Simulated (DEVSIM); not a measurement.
System: Ge n-i-p diode, at 300 K.

| layer (left to right) | material | thickness (μm) | Nd (cm⁻³) | Na (cm⁻³) | τn (s) | τp (s) |
|---|---|---|---|---|---|---|
| 1 | Ge | 1.40 | 2.7e17 | - | 6e-7 | 6e-7 |
| 2 | Ge | 3.20 | - | 1.8e13 | 6e-7 | 6e-7 |
| 3 | Ge | 0.330 | - | 4.1e17 | 6e-7 | 6e-7 |

Left contact: ohmic. Right contact: ohmic. Voltage is applied to the left contact. Recombination: SRH at mid-gap, radiative. Mobility is constant in doping.

This is a model device: material constants are rounded textbook-type values typed into the input, and sizes, dopings and lifetimes were drawn at random. Values at 300 K.

| parameter | Ge |
|---|---|
| gap (eV) | 0.664 |
| affinity (eV) | 4 |
| permittivity | 16 |
| Nc (cm⁻³) | 1.04e19 |
| Nv (cm⁻³) | 6e18 |
| μn (cm²/Vs) | 3900 |
| μp (cm²/Vs) | 1900 |
| B (cm³/s) | 6.4e-14 |

Model (solved in DEVSIM): 1D drift-diffusion, Boltzmann statistics, complete ionisation; no tunnelling, impact ionisation, image-force lowering or self-heating.

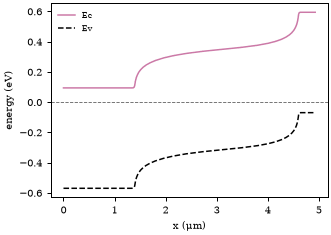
Figure: Band edges at zero bias

Energies count from the Fermi level of the right contact; mesh points crowd at the junctions.

```json
[
 {"x (μm)": "0.000", "Ec (eV)": "0.094", "Ev (eV)": "-0.570", "n (cm⁻³)": "2.7e17", "p (cm⁻³)": "1.6e9", "field (V/cm)": "≈ 0"},
 {"x (μm)": "0.03203", "Ec (eV)": "0.094", "Ev (eV)": "-0.570", "n (cm⁻³)": "2.7e17", "p (cm⁻³)": "1.6e9", "field (V/cm)": "≈ 0"},
 {"x (μm)": "0.1105", "Ec (eV)": "0.094", "Ev (eV)": "-0.570", "n (cm⁻³)": "2.7e17", "p (cm⁻³)": "1.6e9", "field (V/cm)": "≈ 0"},
 {"x (μm)": "0.2848", "Ec (eV)": "0.094", "Ev (eV)": "-0.570", "n (cm⁻³)": "2.7e17", "p (cm⁻³)": "1.6e9", "field (V/cm)": "≈ 0"},
 {"x (μm)": "0.8747", "Ec (eV)": "0.094", "Ev (eV)": "-0.570", "n (cm⁻³)": "2.7e17", "p (cm⁻³)": "1.6e9", "field (V/cm)": "≈ 0"},
 {"x (μm)": "1.194", "Ec (eV)": "0.094", "Ev (eV)": "-0.570", "n (cm⁻³)": "2.7e17", "p (cm⁻³)": "1.6e9", "field (V/cm)": "≈ 0"},
 {"x (μm)": "1.324", "Ec (eV)": "0.094", "Ev (eV)": "-0.570", "n (cm⁻³)": "2.7e17", "p (cm⁻³)": "1.6e9", "field (V/cm)": "≈ 0"},
 {"x (μm)": "1.393", "Ec (eV)": "0.107", "Ev (eV)": "-0.557", "n (cm⁻³)": "1.6e17", "p (cm⁻³)": "2.7e9", "field (V/cm)": "13000"},
 {"x (μm)": "1.418", "Ec (eV)": "0.153", "Ev (eV)": "-0.511", "n (cm⁻³)": "2.8e16", "p (cm⁻³)": "1.5e10", "field (V/cm)": "13000"},
 {"x (μm)": "1.479", "Ec (eV)": "0.201", "Ev (eV)": "-0.463", "n (cm⁻³)": "4.5e15", "p (cm⁻³)": "9.8e10", "field (V/cm)": "5100"},
 {"x (μm)": "1.617", "Ec (eV)": "0.245", "Ev (eV)": "-0.419", "n (cm⁻³)": "7.8e14", "p (cm⁻³)": "5.6e11", "field (V/cm)": "2200"},
 {"x (μm)": "2.149", "Ec (eV)": "0.308", "Ev (eV)": "-0.356", "n (cm⁻³)": "7.1e13", "p (cm⁻³)": "6.2e12", "field (V/cm)": "680"},
 {"x (μm)": "3.126", "Ec (eV)": "0.350", "Ev (eV)": "-0.314", "n (cm⁻³)": "1.4e13", "p (cm⁻³)": "3.2e13", "field (V/cm)": "330"},
 {"x (μm)": "4.005", "Ec (eV)": "0.389", "Ev (eV)": "-0.275", "n (cm⁻³)": "3.0e12", "p (cm⁻³)": "1.5e14", "field (V/cm)": "740"},
 {"x (μm)": "4.423", "Ec (eV)": "0.445", "Ev (eV)": "-0.219", "n (cm⁻³)": "3.5e11", "p (cm⁻³)": "1.3e15", "field (V/cm)": "2600"},
 {"x (μm)": "4.541", "Ec (eV)": "0.493", "Ev (eV)": "-0.171", "n (cm⁻³)": "5.5e10", "p (cm⁻³)": "8.0e15", "field (V/cm)": "6800"},
 {"x (μm)": "4.589", "Ec (eV)": "0.543", "Ev (eV)": "-0.121", "n (cm⁻³)": "7.7e9", "p (cm⁻³)": "5.6e16", "field (V/cm)": "18000"},
 {"x (μm)": "4.615", "Ec (eV)": "0.591", "Ev (eV)": "-0.073", "n (cm⁻³)": "1.2e9", "p (cm⁻³)": "3.5e17", "field (V/cm)": "5300"},
 {"x (μm)": "4.685", "Ec (eV)": "0.595", "Ev (eV)": "-0.069", "n (cm⁻³)": "1.1e9", "p (cm⁻³)": "4.1e17", "field (V/cm)": "≈ 0"},
 {"x (μm)": "4.801", "Ec (eV)": "0.595", "Ev (eV)": "-0.069", "n (cm⁻³)": "1.1e9", "p (cm⁻³)": "4.1e17", "field (V/cm)": "≈ 0"},
 {"x (μm)": "4.883", "Ec (eV)": "0.595", "Ev (eV)": "-0.069", "n (cm⁻³)": "1.1e9", "p (cm⁻³)": "4.1e17", "field (V/cm)": "≈ 0"},
 {"x (μm)": "4.930", "Ec (eV)": "0.595", "Ev (eV)": "-0.069", "n (cm⁻³)": "1.1e9", "p (cm⁻³)": "4.1e17", "field (V/cm)": "≈ 0"}
]
```
